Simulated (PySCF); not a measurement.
## Electronic structure of C₄H₁₁ClOSi₂ (SMILES O=C(CC[SiH3])[SiH2]CCl) in real space

```xyz
19

O     0.0788    0.4345    1.0553
C    -0.2108   -0.2335    0.0847
C     0.8452   -0.6882   -0.8750
C     2.1089    0.1500   -0.7578
Si    2.6246    0.4806    1.0560
Si   -2.0504   -0.7598   -0.1553
C    -3.0785    0.7208    0.4675
Cl   -4.8168    0.3210    0.3502
H     1.0532   -1.7289   -0.6022
H     0.4369   -0.6998   -1.8890
H     2.9146   -0.3501   -1.2930
H     1.9434    1.1037   -1.2602
H     2.2079    1.7889    1.5425
H     4.1007    0.5048    1.0089
H     2.2727   -0.6539    1.9094
H    -2.3082   -1.9320    0.6792
H    -2.3260   -1.0281   -1.5669
H    -2.9292    1.6254   -0.1195
H    -2.8769    0.9538    1.5114
```

Geometry: GFN2-xTB.

Method: PBE0/pcSseg-1, SCF density, gas phase, non-relativistic in PySCF.

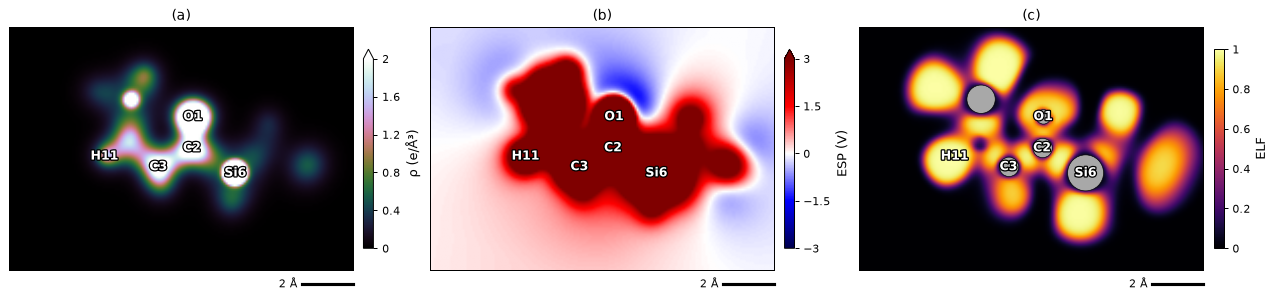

Figure 1. (a) total electron density; (b) molecular electrostatic potential; (c) ELF on the plane of atoms C3, C2 and Si6. Grey discs cover the atomic cores in the ELF map.

> Describe what can be read from this map.

- Atoms in the plane: O, C, Si and H.
- C–O (1.21 Å): the density is about 3.3 e/Å³ at the midpoint; the ELF peaks at about 0.85 between the atoms (a short, multiple covalent bond).
- C–C (1.50 Å): ρ is about 1.8 e/Å³ halfway; the ELF peaks at about 0.95 between the atoms, as expected for a shared electron pair.
- C–Si (1.93 Å): the density is about 0.91 e/Å³ at the midpoint; the ELF peaks at about 1 between the atoms; a shared electron pair.
- The ELF also peaks beside Cl8 and O1, away from the bonds: lone-pair regions.
- Outside the dense part of the molecule the potential is most negative (−1.4 V) near O1.

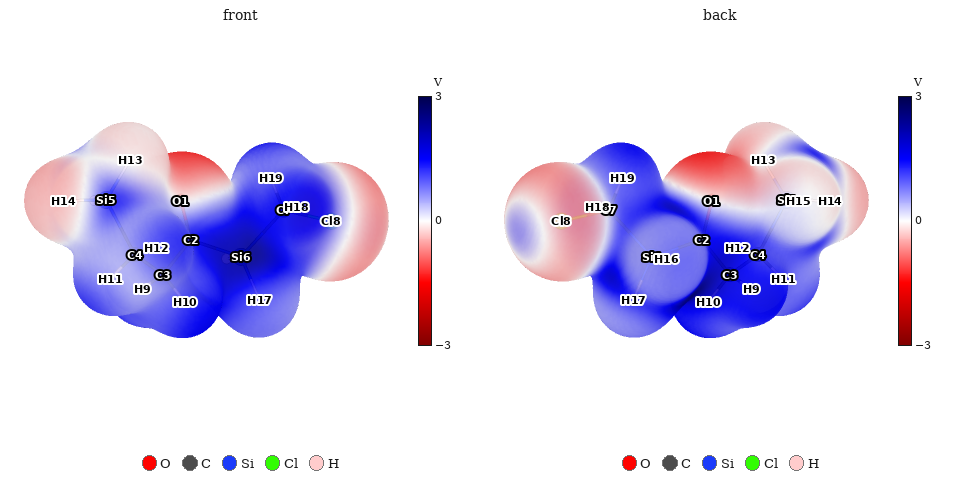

Figure 2. The electrostatic potential painted on the density surface at 0.004 e/bohr³, seen from the front and from behind; red is negative and blue positive.

> Which sites attract a positive test charge, and which a negative one?

A positive charge is drawn to the negative regions and a negative charge to the positive ones. The most negative region (about −1.2 V) lies over O1, the most positive (about +2.5 V) over Si6. Cl8 shows a σ-hole: about +0.6 V at the tip opposite its bond, against about −0.5 V on its flanks. O1 is the likeliest acceptor of a hydrogen bond.

> How polar is the molecule by this calculation?

Its dipole moment is 2.50 D.
